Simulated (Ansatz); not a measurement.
**Resistivity from frozen vibrations: Pd(111) with 4 thermally displaced layers, 2x2**

Aim: the resistivity of Pd at 800 K from frozen thermal displacements between perfect leads.

Calculated with Ansatz 0.2.0; Ansatz plane-wave DFT, PBE, PAW files; ballistic transport by layer matching (Landauer), zero bias; PAW set soft_1.

## Step 1: Set-up

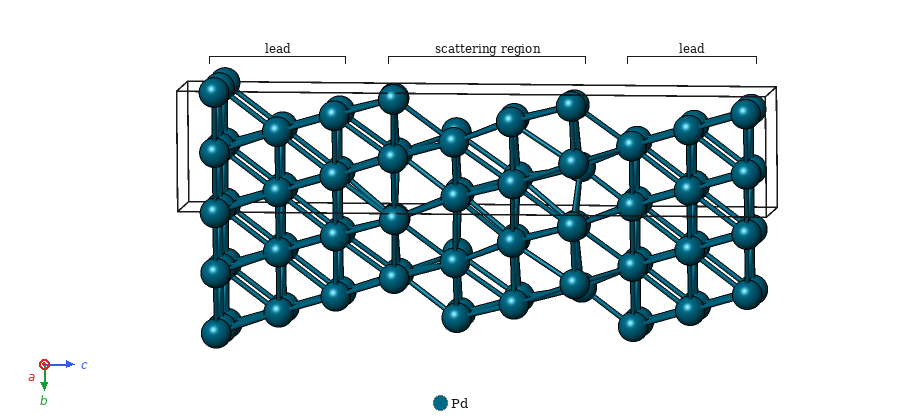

The starting structure, seen from the side, with the c axis across the page (palladium blue). 1×2×1 cells are drawn. Some periodic images of atoms are drawn too.

The cell holds 40 atoms: 40 Pd. Its edges and angles: a = 5.501 Å, b = 5.501 Å, c = 22.514 Å, α = 93.5°, β = 86.5°, γ = 120.0°. It derives from Pd. Regions: lead, 24 atoms (24 Pd); scattering region, 16 atoms (16 Pd). The structure is stacked along c, and the current runs across the ab planes.

## Step 2: With 4 displaced layers

Each atom of 4 layers is moved at random, by amounts drawn from a normal law 0.1209 Å wide in each direction from the Debye model (274 K) at 800 K. The layers about the cell's end stay perfect and serve as the lead. Disorder leaves little or no symmetry, which makes such runs dear. Energies from -0.05 to 0.05 eV in steps of 0.05 eV are too few for the program's thermal sum, so it prints no conductance; for a metal the transmission near the Fermi level serves, at a fraction of the cost.

input.yaml

```yaml
crystal:
  lattice:
    - [5.5010079149, 0.0, 0.0]
    - [-2.7505039575, 4.7640126007, 0.0]
    - [1.3752519787, -0.7940021001, 22.4577707709]
  atoms:
    - { symbol: Pd, position: [0.9916666667, 0.0083333333, 0.05] }
    - { symbol: Pd, position: [0.9916666667, 0.5083333333, 0.05] }
    - { symbol: Pd, position: [0.4916666667, 0.0083333333, 0.05] }
    - { symbol: Pd, position: [0.4916666667, 0.5083333333, 0.05] }
    - { symbol: Pd, position: [0.1416666667, 0.3583333333, 0.15] }
    - { symbol: Pd, position: [0.1416666667, 0.8583333333, 0.15] }
    - { symbol: Pd, position: [0.6416666667, 0.3583333333, 0.15] }
    - { symbol: Pd, position: [0.6416666667, 0.8583333333, 0.15] }
    - { symbol: Pd, position: [0.2916666667, 0.2083333333, 0.25] }
    - { symbol: Pd, position: [0.2916666667, 0.7083333333, 0.25] }
    - { symbol: Pd, position: [0.7916666667, 0.2083333333, 0.25] }
    - { symbol: Pd, position: [0.7916666667, 0.7083333333, 0.25] }
    - { symbol: Pd, position: [0.9421791011, 0.0555552153, 0.3534479286] }
    - { symbol: Pd, position: [0.936850302, 0.5450627031, 0.3519467674] }
    - { symbol: Pd, position: [0.4829775615, 0.081738434, 0.3462112071] }
    - { symbol: Pd, position: [0.4059071343, 0.542551939, 0.3502224922] }
    - { symbol: Pd, position: [0.0389054084, 0.4016625187, 0.4432922236] }
    - { symbol: Pd, position: [0.0689491368, 0.8942364229, 0.4482970928] }
    - { symbol: Pd, position: [0.6140586989, 0.4346766039, 0.4493079908] }
    - { symbol: Pd, position: [0.612944112, 0.8917663494, 0.4518924715] }
    - { symbol: Pd, position: [0.2633845492, 0.2600521849, 0.5459971243] }
    - { symbol: Pd, position: [0.2154016518, 0.7469140027, 0.5511854938] }
    - { symbol: Pd, position: [0.7169643328, 0.2528816608, 0.5491427591] }
    - { symbol: Pd, position: [0.7559592382, 0.7641001807, 0.5519132673] }
    - { symbol: Pd, position: [0.8749476636, 0.1057472525, 0.6542207929] }
    - { symbol: Pd, position: [0.907155634, 0.5777371658, 0.6581507127] }
    - { symbol: Pd, position: [0.4309256092, 0.1284000265, 0.6514237849] }
    - { symbol: Pd, position: [0.4015098932, 0.647096312, 0.6605537033] }
    - { symbol: Pd, position: [0.0416666667, 0.4583333333, 0.75] }
    - { symbol: Pd, position: [0.0416666667, 0.9583333333, 0.75] }
    - { symbol: Pd, position: [0.5416666667, 0.4583333333, 0.75] }
    - { symbol: Pd, position: [0.5416666667, 0.9583333333, 0.75] }
    - { symbol: Pd, position: [0.1916666667, 0.3083333333, 0.85] }
    - { symbol: Pd, position: [0.1916666667, 0.8083333333, 0.85] }
    - { symbol: Pd, position: [0.6916666667, 0.3083333333, 0.85] }
    - { symbol: Pd, position: [0.6916666667, 0.8083333333, 0.85] }
    - { symbol: Pd, position: [0.8416666667, 0.1583333333, 0.95] }
    - { symbol: Pd, position: [0.8416666667, 0.6583333333, 0.95] }
    - { symbol: Pd, position: [0.3416666667, 0.1583333333, 0.95] }
    - { symbol: Pd, position: [0.3416666667, 0.6583333333, 0.95] }
kpoints:
  mp_grid: { grid: [5, 5, 1] }
hamiltonian:
  xc: pbe
  pseudopotentials: { kind: paw, azcp: { folder: soft_1 } }
scf:
  occupations: { method: fermi_dirac, width: 0.1 }
output:
  transmission:
    leads: [[0, 4]]
    kmesh: [10, 10]
    e_range: [-0.05, 0.05]
    de: 0.05
  write_potential: true
  write_density: true
  volumetric_format: npy
  elf: true
```

Run with:

```sh
$ ansatz run input.yaml --threads 4 --pin off --max-ram 15360MiB --backend cpu --events-out ev --progress --plain --runs-dir out
```

Numbers of over 12 decimals in the logs are rounded to 6 here.

What it wrote:

```text
Engine: ansatz 0.2.0, aarch64-unknown-linux-gnu
Pseudopotentials: kind: paw
Pseudopotential: Pd, paw, valence charge 18, recommended cutoff 420 eV (normal), soft_1/Pd.paw.azcp
Functional definition: PBE
  parameter kappa = 0.804
  parameter beta = 0.066725
  exchange = pbe_x(kappa = kappa, mu = beta*pi^2/3)
  correlation = pbe_c(beta = beta)
Crystal: 40 atoms, lattice volume = 588.548 Å³
Basis set: ecut = 420 eV, 11489 PW (Γ)
Bands: 432, of which v1, the nominal top of the filled ones, is band 360 counted from 1 (359 counted from 0)
Symmetry: 1 space group operations
Space group: P1 (ITA 1), of the structure as read, at distance tolerance 8.4e-5 Å
k-points: 13 of 25 (time reversal used)
Non-local potential: Pd, projectors of the file, l = 0: 2, l = 1: 2, l = 2: 2, l = 3: 1
PAW form: soft (Blöchl's): semilocal exchange-correlation on the pseudo side does not see the compensation charge
PAW one-centre angular grid: Pd, 590 points (default); XC on 64 Gauss nodes
Initial density: superposition of atomic densities (chi_scale 0.1, normalization cell)
Initial wavefunctions: pseudopotential atomic-orbital guess
Functional: x = pbe(κ = 0.804, μ = 0.219515), c = pbe(β = 0.066725)
SCF iter   1: F=—  HF=-278949.132082 eV  |F-HF|=—  |Δ(HF+E_count)|=         —  Δρ=1.52e-1  dr2=1.40e2  ethr=3.10e-3  ⟨swp⟩=5.0  Hψ=18093  notcnv=0  defer=92
preconditioner: auto → Kerker (q_TF=auto, 2.822 Å⁻¹)  [metal: Δε(μ)=0.000 eV  Ē_g=8.286 eV  σ=0.100 eV  W_gap=0.00  n_scr=240 (ndim 8)  ℏωp=30.6 eV  f_vac=0.000  D(μ)=75.13/eV (n_scr^D=1112)]
SCF iter   2: F=—  HF=-278921.097957 eV  |F-HF|=—  |Δ(HF+E_count)|=    2.80e1  Δρ=7.17e-2  dr2=3.15e1  ethr=3.10e-3  ⟨swp⟩=2.0  Hψ=9431  notcnv=0  defer=515
SCF iter   3: F=—  HF=-278913.540146 eV  |F-HF|=—  |Δ(HF+E_count)|=    7.56e0  Δρ=1.39e-2  dr2=1.04e0  ethr=3.10e-3  ⟨swp⟩=2.0  Hψ=9174  notcnv=0  defer=533
SCF iter   4: F=—  HF=-278913.578250 eV  |F-HF|=—  |Δ(HF+E_count)|=   3.81e-2  Δρ=2.78e-3  dr2=4.88e-2  ethr=1.45e-4  ⟨swp⟩=2.6  Hψ=7518  notcnv=0  defer=533
SCF iter   5: F=—  HF=-278913.589143 eV  |F-HF|=—  |Δ(HF+E_count)|=   1.09e-2  Δρ=5.91e-4  dr2=5.71e-3  ethr=6.78e-6  ⟨swp⟩=2.0  Hψ=5434  notcnv=0  defer=533
SCF iter   6: F=—  HF=-278913.589289 eV  |F-HF|=—  |Δ(HF+E_count)|=   1.46e-4  Δρ=1.92e-4  dr2=3.07e-4  ethr=7.94e-7  ⟨swp⟩=1.0  Hψ=5083  notcnv=0  defer=533
SCF iter   7: F=—  HF=-278913.589323 eV  |F-HF|=—  |Δ(HF+E_count)|=   3.38e-5  Δρ=6.18e-5  dr2=7.87e-5  ethr=4.27e-8  ⟨swp⟩=1.5  Hψ=7039  notcnv=0  defer=533
SCF iter   8: F=—  HF=-278913.589933 eV  |F-HF|=—  |Δ(HF+E_count)|=   6.10e-4  Δρ=1.66e-5  dr2=7.08e-6  ethr=1.09e-8  ⟨swp⟩=1.0  Hψ=5616  notcnv=0  defer=533
SCF iter   9: F=—  HF=-278913.589933 eV  |F-HF|=—  |Δ(HF+E_count)|=   2.30e-7  Δρ=7.84e-6  dr2=1.59e-6  ethr=9.83e-10  ⟨swp⟩=1.0  Hψ=5083  notcnv=0  defer=533
SCF iter  10: F=-278913.589933 eV  HF=-278913.589933 eV  |F-HF|=7.12e-8  |Δ(HF+E_count)|=   5.91e-8  Δρ=2.00e-6  dr2=8.09e-8  ethr=1.39e-11  ⟨swp⟩=8.2  Hψ=19966  notcnv=0
SCF 1 converged in 10 iterations: F = -278913.589933 eV  dr2 = 8.09e-8
  greatest PAW one-centre occupation: 1.000 electrons in one spin orbital (limit 2), on the Pd atom at site 16 (counted from 0), in its partial waves of l = 0
transmission: 182 of 1820 steps passed
transmission: 364 of 1820 steps passed
[...]
transmission: 1820 of 1820 steps passed
SCF converged after 10 iterations
Free energy (F): -278913.589933 eV
Harris-Foulkes:  -278913.589933 eV  (|F-HF|=7.12e-8)
Internal energy: -278911.193552 eV  (E = F + TS)
E sigma→0 (E₀):  -278912.391743 eV
Entropy (-TS):   -2.396381 eV (-59.910 meV/atom)
Fermi energy:    19.763695 eV
--- Per-component energies (eV) ---
  E_band       = -5557.288827
  E_kinetic    = 17973.198164
  E_local      = -74240.265903  (includes V_loc(G=0)·N_el)
  E_nonlocal   = 14828.376116
  E_hartree    = 29985.610817
  E_xc         = -5553.688270
  E_vxc        = -7025.106949  (∫ρ·V_xc dr)
  E_paw        = -152434.642570  (= ΣΔE_a)
  E_vpaw       = -17064.728149  (= ΣTr[D̂ρ^β])
  E_aug_tail   = 0.009453  (compensation charges beyond the density's cutoff)
  E_ewald      = -109469.791359
  E_smearing   = -2.396381  (= −TS)
  E_closure    = -0.000000  (closes the sum)
  Σ components = -278913.589933   (vs F -278913.589933, Δ=0.00e0)
--- Band table (eV; the first three rows and the last of 13) ---
  k-point 0: bands = [... 356 lower, 19.8330, 19.8400, 19.8480, 19.8611, 19.8755, 19.9004, 19.9118, 19.9257, ... 68 higher]
  k-point 1: bands = [... 356 lower, 19.6948, 19.7293, 19.7435, 19.7653, 19.7887, 19.8186, 19.8684, 19.8923, ... 68 higher]
  k-point 2: bands = [... 356 lower, 19.6925, 19.7134, 19.7352, 19.7470, 19.7701, 19.7854, 19.8119, 19.8228, ... 68 higher]
  k-point 12: bands = [... 356 lower, 19.6276, 19.6709, 19.7034, 19.7456, 19.7677, 19.7831, 19.7929, 19.8195, ... 68 higher]
--- Transmission ---
  basis      : 235 plane waves across, 35 finite elements along
  points     : 52, standing for a mesh of 10 x 10
  energies   : 3 from -0.050000 to 0.050000 eV about the Fermi level, 0.050000 eV apart; the leads are filled to 0.000000 eV, and channels, transmission and decay are at 0.000000 eV
  crystal 0  : Pd4, at the sites [0, 4], period 2.2458 Å, over 13.47 Å; its Hamiltonian steps by up to 21.4 meV
    offset         : up to 0.0000 Å between an atom of the period and one for which it stands
    channels       : 5.230000e0 a spin
    conductance    : none, the energies end too early or step too widely for 300 K: set another output.transmission.e_range or a lower de, or, where they end at an eighth of basis.ecutwfc, a higher one
  junction   : crystal 0 to crystal 0, 0.70 to 20.91 Å
    transmission   : 3.271738e0 a spin
    conductance    : none, the energies end too early or step too widely for 300 K: set another output.transmission.e_range or a lower de, or, where they end at an eighth of basis.ecutwfc, a higher one
```

Run time: 8.5 min. Hardware: 4 threads of Arm Neoverse V1, shared host; peak memory 5.5 GiB.

Reading the cycles: dr2 is the Hartree energy of the density residual (eV), the measure of convergence; HF is the Harris–Foulkes estimate of the energy, which meets the free energy F at convergence.

This step gave:

```yaml
free_energy: -278913.5899 eV
energy_at_zero_smearing: -278912.3917 eV
fermi_energy: 19.76 eV
cell_area: 26.21 Å²
transmission_per_spin_nearest_the_fermi_level: 3.272
open_channels_per_spin_nearest_the_fermi_level: 5.23
step_of_the_lead_s_potential: 21.4 meV
```

Per spin. The transmission, zone mean by energy, zero at the Fermi level:

| energy (eV) | transmission, zone mean |
| --- | --- |
| -0.0500 | 3.64 |
| 0.0000 | 3.27 |
| 0.0500 | 2.97 |

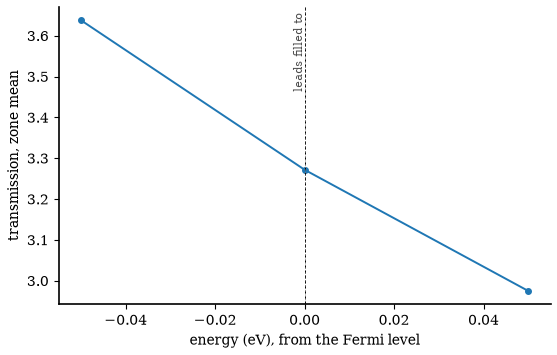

Transmission, zone mean, plotted against energy.

Per spin. Open channels, zone mean, lead against energy, zero at the Fermi level:

| energy (eV) | open channels, zone mean, lead |
| --- | --- |
| -0.0500 | 6.25 |
| 0.0000 | 5.23 |
| 0.0500 | 4.49 |

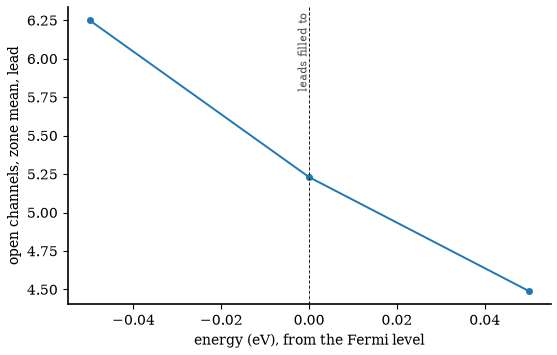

Open channels, zone mean, lead against energy.

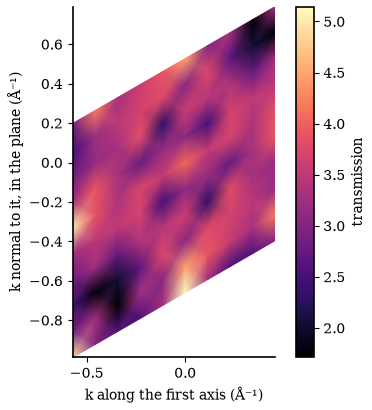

Transmission over k1 and k2. At 0.0000 eV from the Fermi level.

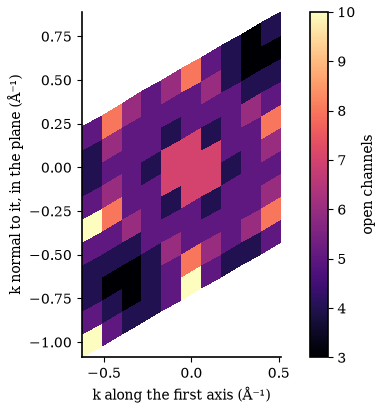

Open channels over k1 and k2. At 0.0000 eV from the Fermi level.

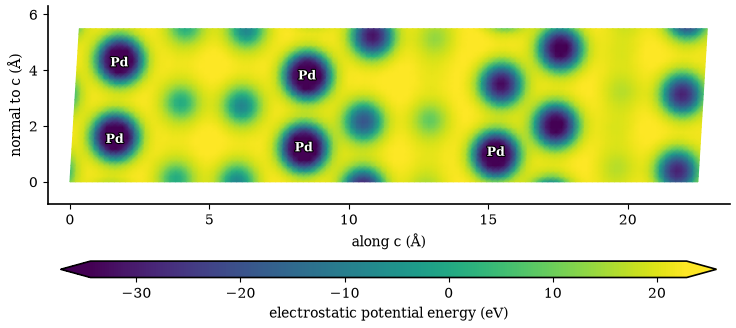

Electrostatic potential energy in the ca plane at fractional y = 0.543, with atoms of Pd within 0.2 Å of it. With pseudopotentials it is smooth inside the atoms' cores, unlike the true potential. The map starts off the cell's origin, so that atoms lie inside it.

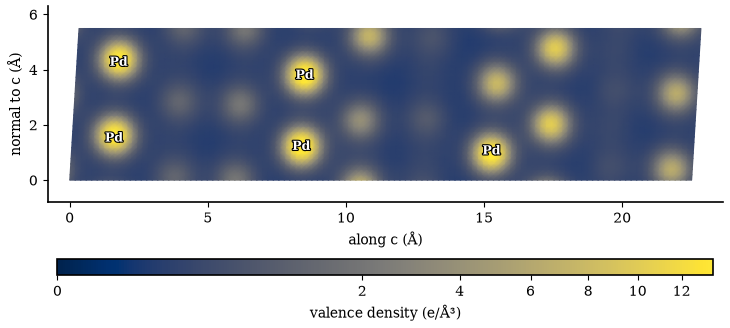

Valence density in the ca plane at fractional y = 0.543, with atoms of Pd within 0.2 Å of it. It is the smooth field of the valence electrons, not physical close to the nuclei. The map starts off the cell's origin, so that atoms lie inside it. The colour scale is stretched toward low values.

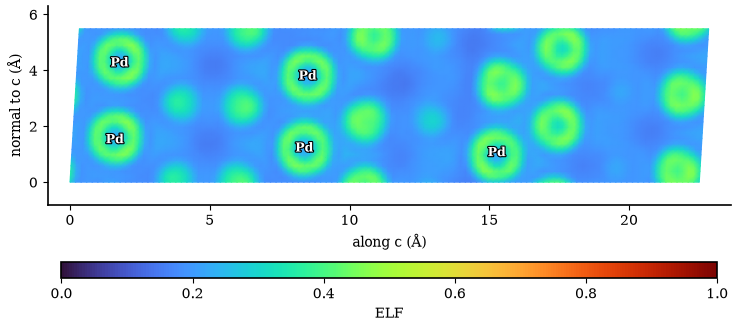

ELF in the ca plane at fractional y = 0.543, with atoms of Pd within 0.2 Å of it. It is the smooth field of the valence electrons, not physical close to the nuclei. The map starts off the cell's origin, so that atoms lie inside it.

Over the solved energies the transmission per spin lies between 2.97 and 3.64, out of 5.32 channels of the lead on average (up to 6.25).

(Continued in part 2 of 2.)

[Logs are printed without paths, hosts, clocks, repeated set-up lines and the standing remarks that a program may print on its own settings, such as how far it seeks lower states.]

[Hosts, paths, dates, database ids (printed as entryN), source tags and the programs' standing remarks are cut or masked in the printed files.]
